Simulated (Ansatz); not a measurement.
**Run report: HfHIOF2, single-point calculation**

- system: HfHIOF2, SMILES [OH][Hf]([F])([F])[I]
- method: RKS PBE-D4/def2-TZVPP (Ansatz 0.2.0)

The geometry comes from this level: PBE0-D4/def2-TZVP. Figures and captions count atoms from 1; the log counts them from 0 in places.

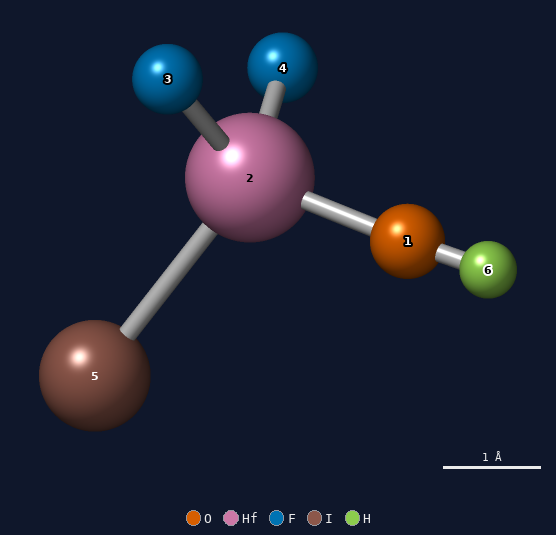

**Figure 1.** The structure (ball-and-stick view, seen at a tilt; atoms are numbered from 1 in the order of the input). Sticks mark near contacts.

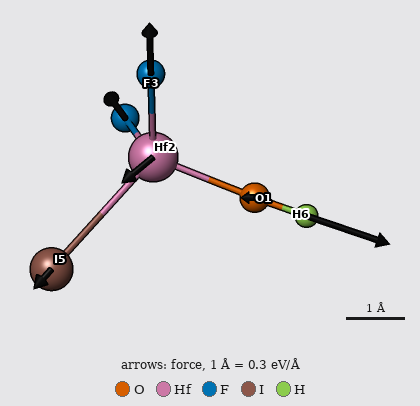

**Figure 2.** Forces on the atoms as black arrows (ball-and-stick view, seen at a tilt; atoms are numbered from 1 in the order of the input). The largest act on H6 (0.46 eV/Å); F3, F4 (0.35 eV/Å); Hf2 (0.23 eV/Å); I5 (0.15 eV/Å). The geometry is not a stationary point of this energy.

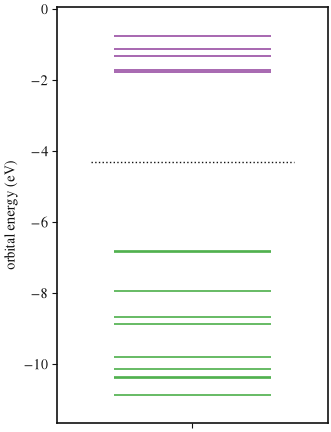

**Figure 3.** Orbital energies near the frontier; the dotted line parts filled from empty levels, and levels within 0.02 eV of each other stand side by side. Highest filled −6.82 eV, lowest empty −1.78 eV, 5.04 eV apart.

These pictures come from the run below.

Input file:
```yaml
crystal:
  periodic: [false, false, false]
  atoms:
    - {symbol: O, position_ang: [-0.944536, 0.974092, 0.533626]}
    - {symbol: Hf, position_ang: [0.292067, -0.340743, -0.027557]}
    - {symbol: F, position_ang: [1.928700, -0.097272, 0.899920]}
    - {symbol: F, position_ang: [-0.380052, -2.059635, 0.410248]}
    - {symbol: I, position_ang: [0.710377, -0.162006, -2.716705]}
    - {symbol: H, position_ang: [-1.564457, 1.621564, 0.854369]}
basis:
  gaussian: {orbitals: def2-TZVPP}
hamiltonian: {xc: pbe, dispersion: d4}
output: {forces: true, orbitals: {seedname: orbitals}}
```

Launched with:
```bash
ansatz run in.yaml --threads 4 --pin off --events-out ev --progress --plain --max-ram 10444MiB
```

Output:
```
Functional definition: PBE
  name "PBE"
  cite "Perdew, Burke & Ernzerhof, Phys. Rev. Lett. 77, 3865 (1996) doi:10.1103/PhysRevLett.77.3865"
  parent pbe
  parameter kappa = 0.804
  parameter beta = 0.06672455060314922
  exchange = pbe_x(kappa = kappa, mu = beta*pi^2/3)
  correlation = pbe_c(beta = beta)
1247 factors; their error is unknown
mean field evaluation 1: about -16898.6868 eV, gradient 8.7e1 eV
mean field evaluation 2: about -16779.8538 eV, gradient 2.6e2 eV
mean field evaluation 4: about -16908.8704 eV, gradient 2.3e1 eV
mean field evaluation 8: about -16910.1388 eV, gradient 3.6e-1 eV
mean field evaluation 16: about -16910.1284 eV, gradient 3.3e-4 eV
mean field -16910.12843520 eV, -621.4357578970 hartree, gradient 2.5e-5 eV, S^2 0.000000; 0 other end points of the search recorded, 0 dependent functions left out
the calculation of the forces begins
reference -16910.12847797 eV, -621.4357594688 hartree; 32, 32 occupied and 181, 181 virtual orbitals, 1247 factors
Total energy: -16910.25918917 eV, -621.4405630167 hartree
Atom 0 at    -0.944536     0.974092     0.533626 Å, force     0.044025    -0.038846    -0.048509 eV/Å
Atom 1 at     0.292067    -0.340743    -0.027557 Å, force     0.054437    -0.009532    -0.218577 eV/Å
Atom 2 at     1.928700    -0.097272     0.899920 Å, force     0.306310     0.047367     0.172762 eV/Å
Atom 3 at    -0.380052    -2.059635     0.410248 Å, force    -0.127247    -0.321369     0.080749 eV/Å
Atom 4 at     0.710377    -0.162006    -2.716705 Å, force     0.022308     0.010445    -0.147082 eV/Å
Atom 5 at    -1.564457     1.621564     0.854369 Å, force    -0.299832     0.311935     0.160656 eV/Å
Dipole moment:    -0.363365     0.374497     0.209857 e Å
```

Summary:

```tsv
quantity	value
outcome	converged
total energy	−16910.2592 eV
mean-field energy	−16910.1285 eV
dispersion energy	−0.1307 eV
SCF solution under orbital rotations	stable
HOMO	−6.82 eV
LUMO	−1.78 eV
largest force (length of the vector)	0.462 eV/Å
dipole moment	2.70 D
hardware	4 threads of AMD EPYC, 15 GiB of memory available, shared host
wall time	1 s (CPU time 3.4 s)
peak memory	0.28 GiB
```
